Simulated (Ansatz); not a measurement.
# CH6Ge: molecular dynamics

The plan is to follow the molecule's vibrations and see whether its bonds hold. The start is relaxed first. Runs: 500 steps of 1 fs at constant energy, with velocities drawn for 700 K. SMILES of the start: [CH3][GeH3].

Method: RKS PBE/def2-SVP, in Ansatz 0.2.0.

## Step 1: The structure to begin with

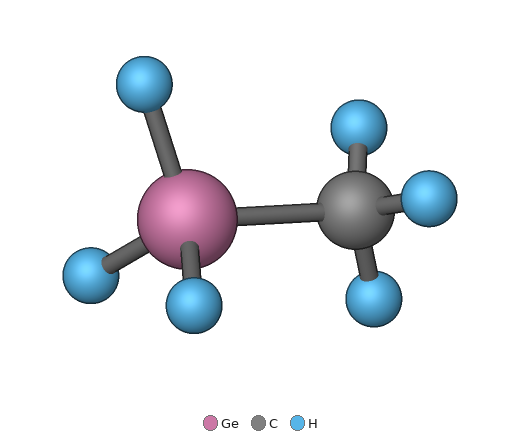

Start, viewed from a chosen angle; germanium pink, carbon grey, hydrogen blue.

As a file:

```xyz
8

Ge    0.0000    0.0000    0.0000
C     0.0000    0.0000    1.9600
H    -0.9996   -0.3092    2.3305
H     0.7676   -0.7111    2.3305
H     0.2320    1.0203    2.3305
H     1.4616    0.0000   -0.5162
H    -0.7300    1.2648   -0.5162
H    -0.7300   -1.2648   -0.5162
```

## Step 2: Relaxing the start

File input.yaml:

```yaml
crystal:
  periodic: [false, false, false]
  atoms:
    - { symbol: Ge, position_ang: [0.0, 0.0, 0.0] }
    - { symbol: C, position_ang: [0.0, 0.0, 1.96] }
    - { symbol: H, position_ang: [-0.9996, -0.3092, 2.3305] }
    - { symbol: H, position_ang: [0.7676, -0.7111, 2.3305] }
    - { symbol: H, position_ang: [0.232, 1.0203, 2.3305] }
    - { symbol: H, position_ang: [1.4616, 0.0, -0.5162] }
    - { symbol: H, position_ang: [-0.73, 1.2648, -0.5162] }
    - { symbol: H, position_ang: [-0.73, -1.2648, -0.5162] }
basis:
  gaussian: { orbitals: def2-SVP }
hamiltonian:
  xc: pbe
relax:
  f_tol: 0.02
  max_steps: 40
output:
  orbitals: {}
```

Run with:

```console
> ansatz run input.yaml --threads 1 --pin off --max-ram 2048MiB --backend cpu --events-out ev --progress --plain --runs-dir out
```

Standard output (excerpt; [...] marks lines left out):

```text
Warning: RAYON_NUM_THREADS=1 ignored (pool sized by the plan → 1); use --threads N
[...]
Functional definition: PBE
[...]
857 factors; their error is unknown
[...]
mean field -57634.49393730 eV, -2118.0285861326 hartree, gradient 4.4e-5 eV, S^2 0.000000; 0 other end points of the search recorded, 0 dependent functions left out
[...]
reference -57634.49397046 eV, -2118.0285873513 hartree; 22, 22 occupied and 54, 54 virtual orbitals, 857 factors
relax step   1: F+E_penalty+E_count = -57634.49393730 eV  Δ(F+E_penalty+E_count) = +0.000e0 eV  max|allowed force component| = 1.322e-1 eV/Å  Δτ_max = 0.0000 Å  (23 SCF iters, accepted)
[...]
relax step   6: F+E_penalty+E_count = -57634.51019516 eV  Δ(F+E_penalty+E_count) = -1.807e-3 eV  max|allowed force component| = 2.185e-2 eV/Å  Δτ_max = 0.0135 Å  (26 SCF iters, accepted)
[...]
relax step   7: F+E_penalty+E_count = -57634.51042216 eV  Δ(F+E_penalty+E_count) = -2.270e-4 eV  max|allowed force component| = 1.339e-2 eV/Å  Δτ_max = 0.0217 Å  (25 SCF iters, accepted)
857 factors; their error is unknown
[...]
mean field -57634.51042216 eV, -2118.0291919400 hartree, gradient 1.1e-5 eV, S^2 0.000000; 1 other end points of the search recorded, 0 dependent functions left out
[...]
reference -57634.51045545 eV, -2118.0291931634 hartree; 22, 22 occupied and 54, 54 virtual orbitals, 857 factors
Total energy: -57634.51045545 eV, -2118.0291931634 hartree
Atom 0 at     0.000305    -0.000005     0.000136 Å, force     0.000481     0.000044     0.013387 eV/Å
Atom 1 at     0.000096     0.000001     1.969332 Å, force    -0.000298    -0.000025    -0.012887 eV/Å
Atom 2 at    -1.032617    -0.115880     2.352553 Å, force     0.012932     0.002643     0.001712 eV/Å
Atom 3 at     0.616710    -0.836358     2.352833 Å, force    -0.008735     0.009824     0.001446 eV/Å
Atom 4 at     0.416003     0.952240     2.352797 Å, force    -0.004154    -0.012475     0.001448 eV/Å
Atom 5 at     1.449208     0.137718    -0.541381 Å, force     0.001958     0.001028    -0.001746 eV/Å
Atom 6 at    -0.843311     1.185828    -0.541696 Å, force    -0.002040     0.001537    -0.001688 eV/Å
Atom 7 at    -0.604793    -1.323546    -0.541674 Å, force    -0.000144    -0.002577    -0.001672 eV/Å
Dipole moment:    -0.000034    -0.000003     0.157389 e Å
```

Wall time 5.7 s (1 thread of AMD EPYC 9R45 (Zen 5), shared host); peak memory 0.16 GiB.

The steps of the relaxation:

| step | energy from step 1 (eV) | largest force component (eV/Å) |
| --- | --- | --- |
| 1 | 0.0000 | 0.1322 |
| 2 | -0.0095 | 0.0522 |
| 3 | -0.0117 | 0.0165 |
| 4 | -0.0145 | 0.1285 |
| 5x | -0.0120 | 0.2396 |
| 6 | -0.0163 | 0.0219 |
| 7 | -0.0165 | 0.0134 |

Step 1 is the start. 1 step was tried and not accepted (5; marked x where the table lists them).

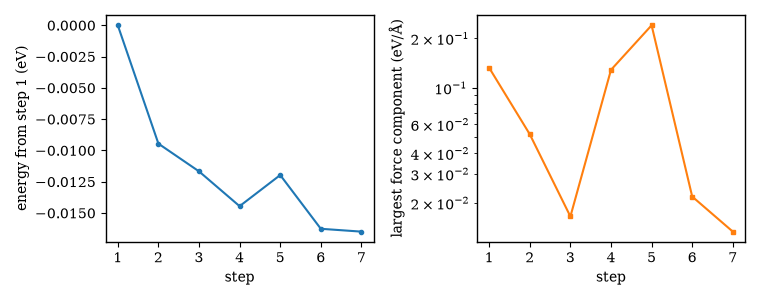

Energy and largest force along the relaxation.

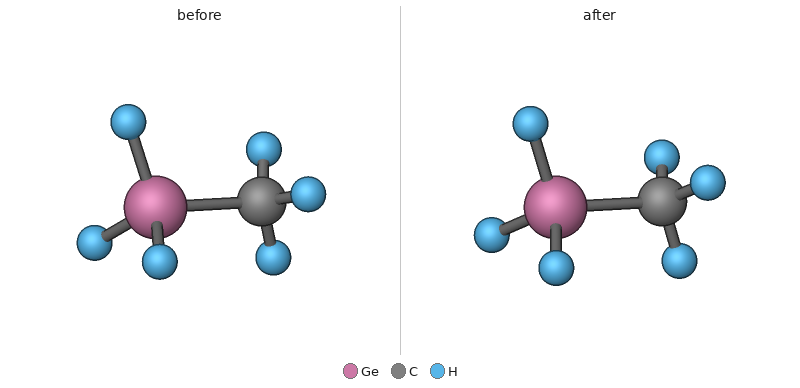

Before and after, at one scale.

After: Bond lengths: Ge1–C2 1.969 Å, C2–H3 1.108 Å, C2–H4 1.108 Å, C2–H5 1.108 Å, Ge1–H6 1.553 Å, Ge1–H7 1.553 Å, Ge1–H8 1.553 Å. Angles: Ge1–C2–H3 110.2°, Ge1–C2–H4 110.3°, Ge1–C2–H5 110.3°, H3–C2–H4 108.7°, H3–C2–H5 108.7°, H4–C2–H5 108.7°, C2–Ge1–H6 110.4°, C2–Ge1–H7 110.4°, C2–Ge1–H8 110.4°, H6–Ge1–H7 108.5°, H6–Ge1–H8 108.5°, H7–Ge1–H8 108.5°.

## Step 3: The run

500 steps of 1 fs at constant energy, with velocities drawn for 700 K, from the relaxed start.

File input.yaml:

```yaml
crystal:
  periodic: [false, false, false]
  atoms:
    - { symbol: Ge, position_ang: [0.000305, -5.0e-06, 0.000136] }
    - { symbol: C, position_ang: [9.6e-05, 1.0e-06, 1.969332] }
    - { symbol: H, position_ang: [-1.032617, -0.11588, 2.352553] }
    - { symbol: H, position_ang: [0.61671, -0.836358, 2.352833] }
    - { symbol: H, position_ang: [0.416003, 0.95224, 2.352797] }
    - { symbol: H, position_ang: [1.449208, 0.137718, -0.541381] }
    - { symbol: H, position_ang: [-0.843311, 1.185828, -0.541696] }
    - { symbol: H, position_ang: [-0.604793, -1.323546, -0.541674] }
basis:
  gaussian: { orbitals: def2-SVP }
hamiltonian:
  xc: pbe
md:
  timestep: 1.0
  n_steps: 500
  ensemble: nve
  temperature: 700.0
  initial_velocities: maxwell_boltzmann
  seed: 270589
```

Run with:

```console
> ansatz run input.yaml --threads 1 --pin off --max-ram 2048MiB --backend cpu --events-out ev --progress --plain --runs-dir out
```

Standard output (excerpt; [...] marks lines left out):

```text
Warning: RAYON_NUM_THREADS=1 ignored (pool sized by the plan → 1); use --threads N
[...]
[... 1 set-up line as earlier in the session ...]
[...]
857 factors; their error is unknown
[...]
mean field -57634.51042633 eV, -2118.0291920935 hartree, gradient 3.5e-5 eV, S^2 0.000000; 0 other end points of the search recorded, 0 dependent functions left out
[...]
reference -57634.51045947 eV, -2118.0291933112 hartree; 22, 22 occupied and 54, 54 virtual orbitals, 857 factors
md step     0: t =     0.00 fs  T =   700.0 K  F+E_penalty+E_count = -57634.51042633 eV  E_kin = 0.542892 eV  conserved = -57633.96753434 eV  (22 SCF iters)
[...]
md step    20: t =    20.00 fs  T =   322.1 K  F+E_penalty+E_count = -57634.20980876 eV  E_kin = 0.249817 eV  conserved = -57633.95999130 eV  (26 SCF iters)
[...]
md step    40: t =    40.00 fs  T =   390.1 K  F+E_penalty+E_count = -57634.26402795 eV  E_kin = 0.302555 eV  conserved = -57633.96147258 eV  (27 SCF iters)
[...]
md step    60: t =    60.00 fs  T =   450.1 K  F+E_penalty+E_count = -57634.31167812 eV  E_kin = 0.349043 eV  conserved = -57633.96263518 eV  (27 SCF iters)
[...]
md step    80: t =    80.00 fs  T =   471.3 K  F+E_penalty+E_count = -57634.33072492 eV  E_kin = 0.365547 eV  conserved = -57633.96517813 eV  (27 SCF iters)
md step    81: t =    81.00 fs  T =   498.3 K  F+E_penalty+E_count = -57634.35109353 eV  E_kin = 0.386475 eV  conserved = -57633.96461870 eV  (27 SCF iters)
```

## Step 4: The log goes on: dynamics from the start

Output, continued (excerpt; [...] marks lines left out):

```text
md step    82: t =    82.00 fs  T =   475.7 K  F+E_penalty+E_count = -57634.33165810 eV  E_kin = 0.368921 eV  conserved = -57633.96273696 eV  (27 SCF iters)
[...]
md step   108: t =   108.00 fs  T =   319.1 K  F+E_penalty+E_count = -57634.21086700 eV  E_kin = 0.247474 eV  conserved = -57633.96339332 eV  (26 SCF iters)
[...]
md step   134: t =   134.00 fs  T =   331.8 K  F+E_penalty+E_count = -57634.21931855 eV  E_kin = 0.257308 eV  conserved = -57633.96201064 eV  (27 SCF iters)
[...]
md step   160: t =   160.00 fs  T =   250.1 K  F+E_penalty+E_count = -57634.15563012 eV  E_kin = 0.193970 eV  conserved = -57633.96166053 eV  (26 SCF iters)
[...]
md step   184: t =   184.00 fs  T =   222.1 K  F+E_penalty+E_count = -57634.13173365 eV  E_kin = 0.172222 eV  conserved = -57633.95951137 eV  (27 SCF iters)
md step   185: t =   185.00 fs  T =   218.7 K  F+E_penalty+E_count = -57634.12952827 eV  E_kin = 0.169579 eV  conserved = -57633.95994927 eV  (25 SCF iters)
```

## Step 5: More of the same log: dynamics from the start

Output, continued (excerpt; [...] marks lines left out):

```text
md step   186: t =   186.00 fs  T =   251.3 K  F+E_penalty+E_count = -57634.15722881 eV  E_kin = 0.194896 eV  conserved = -57633.96233268 eV  (27 SCF iters)
[...]
md step   207: t =   207.00 fs  T =   369.2 K  F+E_penalty+E_count = -57634.24804640 eV  E_kin = 0.286307 eV  conserved = -57633.96173936 eV  (27 SCF iters)
[...]
md step   228: t =   228.00 fs  T =   428.5 K  F+E_penalty+E_count = -57634.29640589 eV  E_kin = 0.332323 eV  conserved = -57633.96408274 eV  (27 SCF iters)
[...]
md step   249: t =   249.00 fs  T =   318.9 K  F+E_penalty+E_count = -57634.20815537 eV  E_kin = 0.247358 eV  conserved = -57633.96079731 eV  (27 SCF iters)
[...]
md step   499: t =   499.00 fs  T =   340.7 K  F+E_penalty+E_count = -57634.22432879 eV  E_kin = 0.264238 eV  conserved = -57633.96009113 eV  (27 SCF iters)
[...]
md step   500: t =   500.00 fs  T =   333.4 K  F+E_penalty+E_count = -57634.21904914 eV  E_kin = 0.258535 eV  conserved = -57633.96051445 eV  (25 SCF iters)
Total energy: -57634.21908278 eV, -2118.0184854152 hartree
Atom 0 at     0.002313    -0.000890    -0.015865 Å, force    -1.005996    -0.235790     1.857739 eV/Å
Atom 1 at    -0.005772    -0.001641     2.059995 Å, force     0.727893    -0.345363    -0.816008 eV/Å
Atom 2 at    -0.884829    -0.474128     2.545271 Å, force    -0.057035    -0.048945    -0.401370 eV/Å
Atom 3 at     0.924707    -0.524983     2.463126 Å, force    -0.735565     0.638229    -0.413306 eV/Å
Atom 4 at    -0.020478     1.069148     2.321593 Å, force     0.244768     0.101896     0.305332 eV/Å
Atom 5 at     1.337041    -0.167556    -0.610627 Å, force     1.516286    -0.277564    -0.375565 eV/Å
Atom 6 at    -0.529237     1.264545    -0.647482 Å, force    -0.324181     0.798265     0.008329 eV/Å
Atom 7 at    -0.900782    -1.083695    -0.565857 Å, force    -0.366169    -0.630729    -0.165151 eV/Å
Dipole moment:     0.027632     0.013962     0.145256 e Å
```

Wall time 5.9 min (1 thread of AMD EPYC 9R45 (Zen 5), shared host); peak memory 0.15 GiB.

## Step 6: Frames and traces

One step in 36; energies are changes from step 0:

| time (fs) | T (K) | potential energy change (meV/atom) | total energy change (meV/atom) |
| --- | --- | --- | --- |
| 0.0 | 700 | 0.0 | 0.00 |
| 36.0 | 298 | 39.8 | 0.82 |
| 72.0 | 241 | 45.4 | 0.89 |
| 108.0 | 319 | 37.4 | 0.52 |
| 144.0 | 366 | 33.0 | 0.63 |
| 180.0 | 415 | 28.2 | 0.58 |
| 216.0 | 165 | 53.0 | 1.06 |
| 252.0 | 459 | 23.9 | 0.52 |
| 288.0 | 483 | 21.6 | 0.49 |
| 324.0 | 443 | 25.5 | 0.55 |
| 360.0 | 229 | 46.5 | 0.86 |
| 396.0 | 141 | 55.1 | 0.94 |
| 432.0 | 534 | 16.4 | 0.22 |
| 468.0 | 401 | 29.8 | 0.89 |
| 500.0 | 333 | 36.4 | 0.88 |

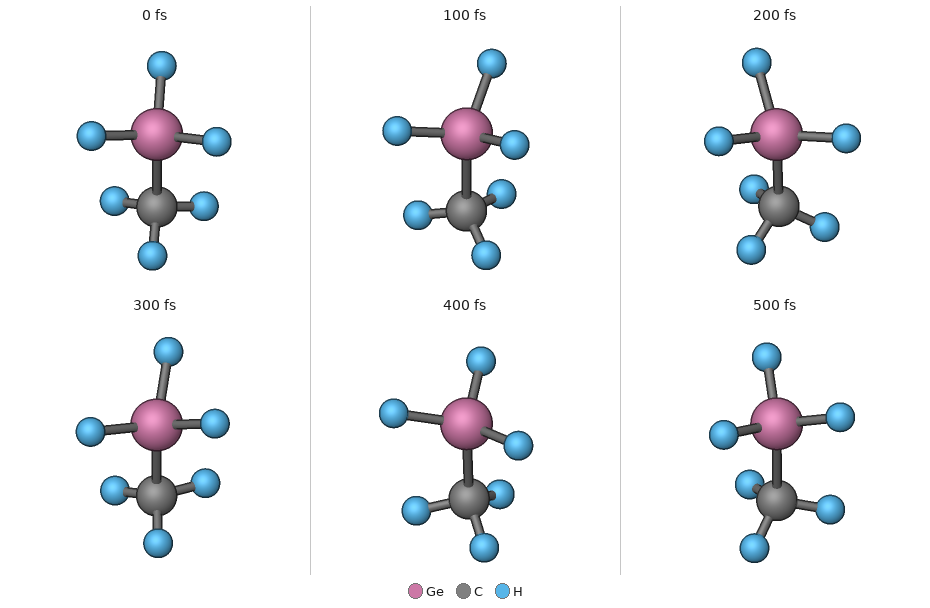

Six frames of the run, seen from a free direction. Sticks join atoms within a bonding distance in each frame.

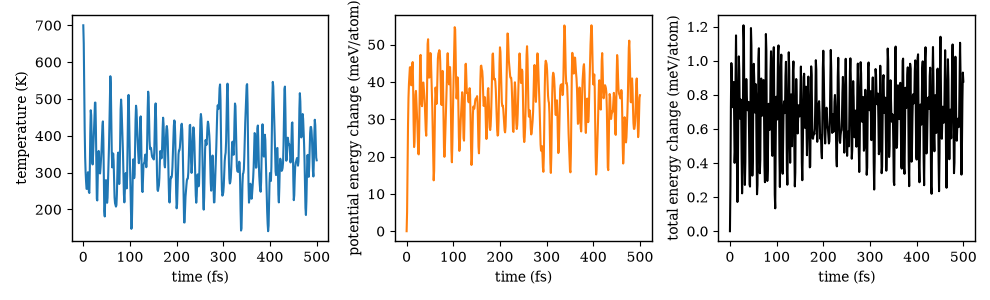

Time series of the run, each on its own scale.

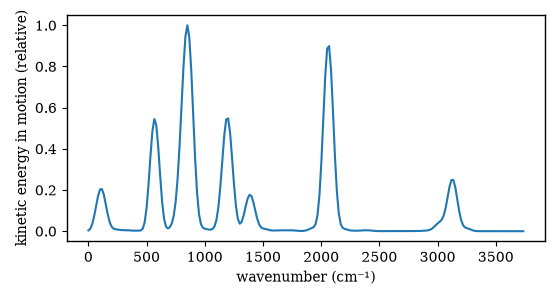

Power spectrum of the mass-weighted velocities; a run of 500 fs resolves no finer than about 130 cm⁻¹.

Maxima of the velocity power spectrum (cm⁻¹, relative height; resolution about 130 cm⁻¹): 120 (20), 570 (54), 850 (100), 1200 (55), 1380 (18), 2070 (90), 3140 (25).

## Step 7: Snapshots as a file

Positions (Å) and forces (eV/Å):

```xyz
8
time_fs=62.0 T=314 dE=0.3079
Ge    0.002   -0.001    0.006   -2.060   -0.810   -0.372
C     0.007   -0.004    1.923    0.218   -1.062    1.888
H    -0.907    0.361    2.381   -0.977    0.348   -0.059
H     0.135   -1.004    2.472    0.153    0.747   -0.976
H     0.756    0.672    2.352    0.534    0.176   -0.086
H     1.247    0.548   -0.501    1.839    0.445   -0.719
H    -1.079    0.956   -0.622    0.039   -0.169    0.302
H    -0.349   -1.442   -0.521    0.253    0.325    0.021
8
time_fs=125.0 T=312 dE=0.3071
Ge    0.000   -0.001    0.013   -1.336   -0.325   -1.202
C    -0.012    0.023    1.913    1.669   -1.528    1.174
H    -1.024    0.127    2.301   -0.431   -0.151    0.414
H     0.514   -0.957    2.243   -1.048    1.009   -0.150
H     0.655    0.794    2.346   -0.204    0.313   -0.178
H     1.375    0.127   -0.525    1.278    0.634   -0.434
H    -1.042    1.075   -0.494    0.429   -0.270   -0.076
H    -0.311   -1.402   -0.664   -0.357    0.319    0.453
8
time_fs=188.0 T=288 dE=0.3247
Ge   -0.001   -0.005    0.012   -0.218    0.449   -1.479
C     0.006    0.013    1.929    0.908   -0.570   -0.367
H    -0.886   -0.525    2.199   -0.832   -0.304    0.731
H     0.917   -0.568    2.244   -0.494    0.712    0.236
H    -0.048    1.076    2.156    0.254    0.353    0.863
H     1.484   -0.029   -0.465   -0.121   -0.382   -0.193
H    -0.493    1.390   -0.608   -0.050   -0.623    0.316
H    -0.967   -1.173   -0.469    0.552    0.364   -0.106
8
time_fs=250.0 T=391 dE=0.2443
Ge    0.001   -0.003    0.016    0.443   -0.157   -2.650
C    -0.006    0.015    1.917   -0.137    0.484    0.811
H    -0.919   -0.507    2.292    0.453    0.182    0.128
H     0.938   -0.442    2.248   -0.029   -0.349    0.351
H     0.023    1.079    2.249   -0.191   -0.302    0.087
H     1.509   -0.270   -0.633   -1.171    0.347    0.614
H    -0.609    1.334   -0.625    0.364   -0.485    0.332
H    -0.893   -1.160   -0.611    0.268    0.281    0.329
8
time_fs=312.0 T=330 dE=0.2947
Ge   -0.004   -0.006    0.011    1.461    0.401   -1.597
C     0.013    0.033    1.892   -1.084    1.060    2.681
H    -1.033    0.102    2.346    0.691   -0.081   -0.611
H     0.414   -0.877    2.310    0.494   -1.006    0.287
H     0.570    0.857    2.431   -0.183   -0.302   -0.814
H     1.567    0.187   -0.507   -1.342    0.013    0.278
H    -0.952    1.143   -0.452    0.162   -0.155   -0.262
H    -0.412   -1.397   -0.542   -0.198    0.070    0.037
8
time_fs=375.0 T=386 dE=0.2484
Ge    0.003   -0.005    0.006    0.265    0.399   -0.826
C    -0.004    0.004    1.956   -0.358    2.062    0.246
H    -0.938    0.471    2.386    0.435   -0.201   -0.450
H     0.093   -0.950    2.437    0.357   -1.136    0.275
H     0.837    0.684    2.242   -0.202   -0.358    0.201
H     1.316    0.623   -0.668   -0.315   -0.640    0.511
H    -1.030    0.900   -0.685   -0.439    0.327    0.217
H    -0.405   -1.382   -0.526    0.257   -0.452   -0.174
8
time_fs=438.0 T=395 dE=0.2405
Ge   -0.003   -0.005   -0.011    0.950    0.108    1.554
C     0.009    0.038    2.016   -0.593   -0.112   -1.429
H    -1.081    0.060    2.256    0.507    0.052    0.497
H     0.482   -0.900    2.285    0.084   -0.691    0.569
H     0.611    0.861    2.435   -0.238    0.258   -0.047
H     1.472    0.123   -0.430    0.139    0.293   -0.328
H    -0.923    1.126   -0.366   -0.415    0.606   -0.649
H    -0.432   -1.357   -0.537   -0.435   -0.514   -0.167
8
time_fs=500.0 T=333 dE=0.2914
Ge    0.002   -0.001   -0.016   -1.006   -0.236    1.858
C    -0.006   -0.002    2.060    0.728   -0.345   -0.816
H    -0.885   -0.474    2.545   -0.057   -0.049   -0.401
H     0.925   -0.525    2.463   -0.736    0.638   -0.413
H    -0.021    1.069    2.322    0.245    0.102    0.305
H     1.337   -0.168   -0.611    1.516   -0.278   -0.376
H    -0.529    1.264   -0.647   -0.324    0.798    0.008
H    -0.901   -1.084   -0.566   -0.366   -0.631   -0.165
```

## Step 8: Results

| quantity | value |
| --- | --- |
| relaxation of the start | 5 moves, 0.016 eV lower |
| length | 500 steps of 1 fs |
| temperature, first and last step | 700 and 333 K |
| temperature, second half | mean 349 K, from 141 to 546 K |
| potential energy, second half | +35 meV/atom from the start |
| largest change of the total energy | 1.21 meV/atom |
| bonds formed or broken | 0 |

What this shows: The temperature starts at 700 K and averages 349 K in the second half, where it ranges from 141 to 546 K. About half is expected from a start at a minimum: kinetic energy passes into potential energy until both shares match. The total energy strays from its start by at most 1.21 meV/atom, 3.6 % of the mean kinetic energy, fair for a step of 1 fs. The bonding pattern survives the run. 500 fs on 8 atoms is far too short and small for converged averages. The nuclei move classically, without zero-point motion, which matters most for hydrogen.
